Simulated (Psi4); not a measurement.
# quartet AlO at 5 levels

Aim: a comparison of 5 runs (U-wB97M-V/def2-TZVPPD, UB2PLYP/def2-TZVPPD, UM06-2X/def2-TZVPPD, UM06-L/def2-TZVPPD, UPBE0/def2-TZVPPD) of quartet AlO. 

The calculation is run with Psi4 1.11.

## 1. The system as given

AlO: 2 atoms, total charge 0, spin state quartet. As SMILES of the parent species, `[O]=[Al]`. The shape is that of a PBE0-D4/def2-TZVP optimisation. That shape belongs to the parent species and isn't relaxed for this state.

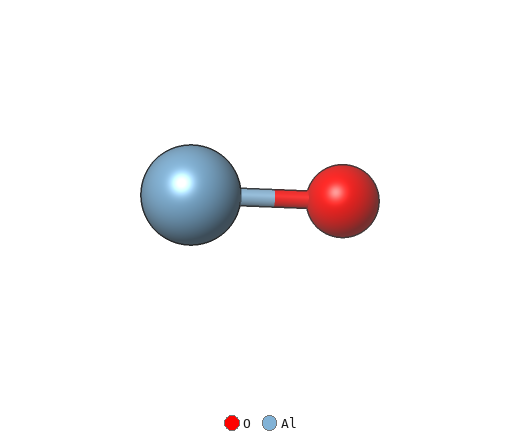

The structure, seen from a chosen angle (oxygen red, aluminium light blue).

## 2. A single-point energy at U-wB97M-V/def2-TZVPPD (run 1)

input.json reads:

```json
{
 "schema_name": "qcschema_input",
 "schema_version": 1,
 "molecule": {
  "schema_name": "qcschema_molecule",
  "schema_version": 2,
  "symbols": ["O", "Al"],
  "geometry": [0.0, 0.0, -0.04709198, 0.0, 0.0, 3.01405648],
  "molecular_charge": 0,
  "molecular_multiplicity": 4,
  "fix_symmetry": "c1"
 },
 "driver": "energy",
 "model": {
  "method": "wb97m-v",
  "basis": "def2-TZVPPD"
 },
 "keywords": {
  "reference": "uks",
  "puream": true,
  "e_convergence": 1e-09,
  "d_convergence": 1e-08,
  "scf_type": "pk",
  "dft_radial_points": 99,
  "dft_spherical_points": 590,
  "maxiter": 100
 }
}
```

On the command line:

```bash
$ psi4 --qcschema input.json -n 1 --memory 2200MB
```

stdout:

```text
[...]
  Running in c1 symmetry.
[...]
  Nuclear repulsion =   33.974177129586195
[...]
  Multiplicity = 4
[...]
  Nalpha       = 12
  Nbeta        = 9
[...]
    Number of basis functions: 88
[...]
   @UKS iter   1:  -317.39391918743718   -6.27757e-01   4.80868e-03 ADIIS/DIIS
[...]
   @UKS iter  12:  -317.46047778936241   -3.35376e-12   4.73184e-09 DIIS
[...]
   @S^2 Observed:                3.754206254E+00
[...]
    Orbital Energies [Eh]
    ---------------------
    Alpha Occupied:
       1A    -56.349536     2A    -19.405048     3A     -4.334766
       4A     -2.850667     5A     -2.847818     6A     -2.847432
       7A     -1.136271     8A     -0.557921     9A     -0.551556
      10A     -0.500292    11A     -0.383395    12A     -0.189703
    Alpha Virtual:
      13A     -0.013313    14A      0.031938    15A      0.047144
      16A      0.086632    17A      0.089236    18A      0.089335
      19A      0.100457    20A      0.107124    21A      0.126617
      22A      0.131272    23A      0.152397    24A      0.255242
      25A      0.266517    26A      0.268470    27A      0.272961
[...]
  @UKS Final Energy:  -317.46047778936241
   => Energetics <=
    Nuclear Repulsion Energy =             33.9741771295861952
    One-Electron Energy =                -507.5130814656766916
    Two-Electron Energy =                 176.4452444958290300
    DFT Exchange-Correlation Energy =     -20.4562310023279821
    Empirical Dispersion Energy =           0.0000000000000000
    VV10 Nonlocal Energy =                  0.0894130532269546
    Total Energy =                       -317.4604777893624714
[...]
 Multipole Moments:
 ------------------------------------------------------------------------------------
     Multipole            Electronic (a.u.)      Nuclear  (a.u.)        Total (a.u.)
 ------------------------------------------------------------------------------------
 L = 1.  Multiply by 2.5417464519 to convert [e a0] to [Debye]
 Dipole X            :         -0.0000000            0.0000000           -0.0000000
 Dipole Y            :         -0.0000000            0.0000000           -0.0000000
 Dipole Z            :          0.9399475           -0.5640171            0.3759304
 Magnitude           :                                                    0.3759304
[...]
```

The result, in JSON:

```text
{
 "driver": "energy",
 "model": {
  "method": "wb97m-v",
  "basis": "def2-TZVPPD"
 },
 "success": true,
 "return_result": -317.4604777893624,
 "properties": {
  "calcinfo_nbasis": 88,
  "calcinfo_nmo": 88,
  "calcinfo_nalpha": 12,
  "calcinfo_nbeta": 9,
  "calcinfo_natom": 2,
  "nuclear_repulsion_energy": 33.974177129586195,
  "return_energy": -317.4604777893624,
  "scf_one_electron_energy": -507.5130814656767,
  "scf_two_electron_energy": 176.44524449582903,
  "scf_vv10_energy": 0.08941305322695457,
  "scf_xc_energy": -20.456231002327982,
  "scf_dipole_moment": [-2.928218903039622e-11, -4.3455191295491126e-11, 0.37593040578437464],
  "scf_total_energy": -317.4604777893624,
  "scf_iterations": 12
 }
}
```

It took 55 s on 1 thread of Intel Xeon at 2.50GHz (Skylake/Cascade Lake), shared host; peak memory 1 GiB.

## 3. The energy at UB2PLYP/def2-TZVPPD (density fitting for correlation) (run 2)

job.py reads:

```python
import psi4

psi4.set_memory(2200000000)
psi4.set_num_threads(1)
psi4.set_output_file('run.log', False)

geom = psi4.geometry("""
0 4
O
Al 1 1.61989
symmetry c1
no_reorient
no_com
""")

psi4.set_options({
    'basis': 'def2-TZVPPD',
    'reference': 'uks',
    'puream': True,
    'e_convergence': 1e-09,
    'd_convergence': 1e-08,
    'scf_type': 'pk',
    'dft_radial_points': 99,
    'dft_spherical_points': 590,
    'num_frozen_docc': 6,
    'maxiter': 100,
})

result, w = psi4.energy("b2plyp", return_wfn=True)
print('E =', round(result, 9))
```

On the command line:

```bash
$ python job.py
```

run.log:

```text
[...]
  Running in c1 symmetry.
[...]
  Nuclear repulsion =   33.974177203192809
[...]
  Multiplicity = 4
[...]
  Nalpha       = 12
  Nbeta        = 9
[...]
    Number of basis functions: 88
[...]
   @UKS iter   1:  -317.20961990431607   -5.98664e-01   4.62125e-03 ADIIS/DIIS
[...]
   @UKS iter  14:  -317.27199288969354    1.71440e-10   7.73263e-09 DIIS
[...]
   @S^2 Observed:                3.756071618E+00
[...]
    Orbital Energies [Eh]
    ---------------------
    Alpha Occupied:
       1A    -57.096834     2A    -19.790562     3A     -4.494843
       4A     -2.948898     5A     -2.948149     6A     -2.948060
       7A     -1.158528     8A     -0.535025     9A     -0.525855
      10A     -0.467761    11A     -0.351385    12A     -0.168447
    Alpha Virtual:
      13A     -0.040060    14A      0.021965    15A      0.040316
      16A      0.077771    17A      0.080568    18A      0.086104
      19A      0.098419    20A      0.099629    21A      0.125820
      22A      0.126113    23A      0.147998    24A      0.253114
      25A      0.255531    26A      0.257349    27A      0.258348
[...]
  @UKS Final Energy:  -317.27199288969354
   => Energetics <=
    Nuclear Repulsion Energy =             33.9741772031928093
    One-Electron Energy =                -507.6830756276878560
    Two-Electron Energy =                 169.4413673612273783
    DFT Exchange-Correlation Energy =     -13.0044618264258816
    Empirical Dispersion Energy =           0.0000000000000000
    VV10 Nonlocal Energy =                  0.0000000000000000
    Total Energy =                       -317.2719928896935357
[...]
 Multipole Moments:
 ------------------------------------------------------------------------------------
     Multipole            Electronic (a.u.)      Nuclear  (a.u.)        Total (a.u.)
 ------------------------------------------------------------------------------------
 L = 1.  Multiply by 2.5417464519 to convert [e a0] to [Debye]
 Dipole X            :          0.0000000            0.0000000            0.0000000
 Dipole Y            :          0.0000000            0.0000000            0.0000000
 Dipole Z            :          1.0070497           -0.5640171            0.4430326
 Magnitude           :                                                    0.4430326
[...]
```

On the terminal:

```text
E = -317.341046847
```

Wall time 26 s (1 thread of Intel Xeon at 2.50GHz (Skylake/Cascade Lake), shared host); peak memory 0.58 GiB.

Run 3 isn't shown in full; the table further down has it.

## 4. The energy at UM06-L/def2-TZVPPD (run 4)

run.py reads:

```python
import psi4

psi4.set_memory(2200000000)
psi4.set_num_threads(1)
psi4.set_output_file('alo.out', False)

mol = psi4.geometry("""
0 4
O
Al 1 1.61989
symmetry c1
""")

psi4.set_options({
    'basis': 'def2-TZVPPD',
    'reference': 'uks',
    'puream': True,
    'e_convergence': 1e-09,
    'd_convergence': 1e-08,
    'scf_type': 'pk',
    'dft_radial_points': 99,
    'dft_spherical_points': 590,
    'maxiter': 100,
})

E, wfn = psi4.energy("M06-L", return_wfn=True)
print(f'M06-L energy: {E:.10f} Eh')
```

On the command line:

```bash
$ python run.py
```

alo.out:

```text
[...]
  Running in c1 symmetry.
[...]
  Nuclear repulsion =   33.974177203192809
[...]
  Multiplicity = 4
[...]
  Nalpha       = 12
  Nbeta        = 9
[...]
    Number of basis functions: 88
[...]
   @UKS iter   1:  -317.37156406612843   -3.12860e-01   6.21173e-03 DIIS/ADIIS
[...]
   @UKS iter  40:  -317.48530325815551   -1.47793e-12   3.67436e-09 DIIS
[...]
   @S^2 Observed:                3.756989259E+00
[...]
    Orbital Energies [Eh]
    ---------------------
    Alpha Occupied:
       1A    -55.793191     2A    -19.041064     3A     -4.135729
       4A     -2.645516     5A     -2.641320     6A     -2.640379
       7A     -0.996897     8A     -0.412825     9A     -0.410808
      10A     -0.352510    11A     -0.269954    12A     -0.116202
    Alpha Virtual:
      13A     -0.080901    14A     -0.006175    15A      0.016881
      16A      0.048588    17A      0.056301    18A      0.059880
      19A      0.074192    20A      0.078157    21A      0.099764
      22A      0.100133    23A      0.101652    24A      0.197721
      25A      0.203323    26A      0.204839    27A      0.222916
[...]
  @UKS Final Energy:  -317.48530325815551
   => Energetics <=
    Nuclear Repulsion Energy =             33.9741772031928093
    One-Electron Energy =                -507.7305539948924888
    Two-Electron Energy =                 183.4981615455931205
    DFT Exchange-Correlation Energy =     -27.2270880120489700
    Empirical Dispersion Energy =           0.0000000000000000
    VV10 Nonlocal Energy =                  0.0000000000000000
    Total Energy =                       -317.4853032581555112
[...]
 Multipole Moments:
 ------------------------------------------------------------------------------------
     Multipole            Electronic (a.u.)      Nuclear  (a.u.)        Total (a.u.)
 ------------------------------------------------------------------------------------
 L = 1.  Multiply by 2.5417464519 to convert [e a0] to [Debye]
 Dipole X            :         -0.0000000            0.0000000           -0.0000000
 Dipole Y            :         -0.0000000            0.0000000           -0.0000000
 Dipole Z            :          0.8679071           -0.5640171            0.3038901
 Magnitude           :                                                    0.3038901
[...]
```

On the terminal:

```text
M06-L energy: -317.4853032582 Eh
```

Run time: 89 s. Hardware: 1 thread of Intel Xeon at 2.50GHz (Skylake/Cascade Lake), shared host; peak memory 0.97 GiB.

## 5. Energy and gradient at UPBE0/def2-TZVPPD (run 5)

alo.inp reads:

```
memory 2200 mb

molecule geom {
  0 4
  O      0.000000     0.000000    -0.024920
  Al     0.000000     0.000000     1.594970
  units angstrom
  symmetry c1
}

set basis def2-TZVPPD
set reference uks
set puream true
set e_convergence 1e-09
set d_convergence 1e-08
set scf_type pk
set dft_radial_points 99
set dft_spherical_points 590
set maxiter 100

e_tot, wfn = gradient('pbe0', return_wfn=True)
print_variables()
```

On the command line:

```bash
$ psi4 -i alo.inp -o alo.out -n 1
```

alo.out:

```text
[...]
  Running in c1 symmetry.
[...]
  Nuclear repulsion =   33.974177203192809
[...]
  Multiplicity = 4
[...]
  Nalpha       = 12
  Nbeta        = 9
[...]
    Number of basis functions: 88
[...]
   @UKS iter   1:  -317.22636808068216   -4.15496e-01   5.51379e-03 ADIIS/DIIS
[...]
   @UKS iter  13:  -317.31330103563812    1.21304e-10   4.27855e-09 DIIS
[...]
   @S^2 Observed:                3.753593358E+00
[...]
    Orbital Energies [Eh]
    ---------------------
    Alpha Occupied:
       1A    -56.197889     2A    -19.277382     3A     -4.230205
       4A     -2.762479     5A     -2.758990     6A     -2.757772
       7A     -1.040272     8A     -0.470162     9A     -0.460073
      10A     -0.401322    11A     -0.310527    12A     -0.141331
    Alpha Virtual:
      13A     -0.081285    14A     -0.008483    15A      0.018083
      16A      0.053627    17A      0.056451    18A      0.070741
      19A      0.076340    20A      0.077182    21A      0.102449
      22A      0.105222    23A      0.120218    24A      0.212323
      25A      0.215674    26A      0.220001    27A      0.223840
[...]
  @UKS Final Energy:  -317.31330103563812
   => Energetics <=
    Nuclear Repulsion Energy =             33.9741772031928093
    One-Electron Energy =                -507.6235146464354671
    Two-Electron Energy =                 176.7709441628443301
    DFT Exchange-Correlation Energy =     -20.4349077552397951
    Empirical Dispersion Energy =           0.0000000000000000
    VV10 Nonlocal Energy =                  0.0000000000000000
    Total Energy =                       -317.3133010356381192
[...]
 Multipole Moments:
 ------------------------------------------------------------------------------------
     Multipole            Electronic (a.u.)      Nuclear  (a.u.)        Total (a.u.)
 ------------------------------------------------------------------------------------
 L = 1.  Multiply by 2.5417464519 to convert [e a0] to [Debye]
 Dipole X            :          0.0000000            0.0000000            0.0000000
 Dipole Y            :          0.0000000            0.0000000            0.0000000
 Dipole Z            :          0.9387484           -0.5640171            0.3747313
 Magnitude           :                                                    0.3747313
[...]
  -Total Gradient:
     Atom            X                  Y                   Z
    ------   -----------------  -----------------  -----------------
       1       -0.000000000000     0.000000000010     0.095907710373
       2        0.000000000000    -0.000000000010    -0.095904777684
[...]
```

Wall time 40 s (1 thread of Intel Xeon at 2.50GHz (Skylake/Cascade Lake), shared host); peak memory 0.59 GiB.

## 6. Overview of the runs

```csv
run,level,frozen core orbitals,fitting correlation,energy (Eh),dipole moment (D),HOMO energy (eV),⟨S²⟩,wall time
1,U-wB97M-V/def2-TZVPPD,0,–,-317.460478,0.96,-5.16,3.754,55 s
2,UB2PLYP/def2-TZVPPD (density fitting for correlation),6,density fitting,-317.341047,–,-4.58,3.756,26 s
3,UM06-2X/def2-TZVPPD,0,–,-317.454519,1.01,-4.35,3.754,60 s
4,UM06-L/def2-TZVPPD,0,–,-317.485303,0.77,-3.16,3.757,89 s
5,UPBE0/def2-TZVPPD,0,–,-317.313301,0.95,-3.85,3.754,40 s
```

## 7. Results

| quantity | value |
| --- | --- |
| run 5: total energy | -317.31330 Eh |
| run 5: dipole moment | 0.95 D |
| run 5: HOMO energy (highest over α and β) | -3.85 eV |
| run 5: ⟨S²⟩ | 3.754 |
| run 5: largest force on an atom | 4.932 eV/Å |

What this shows: Over runs 1, 3, 4, 5 the dipole moment (its size) runs from 0.77 D (UM06-L/def2-TZVPPD) to 1.01 D (UM06-2X/def2-TZVPPD). Totals of different functionals can't be ranked against each other. All runs together took 4.5 min, the longest 89 s.
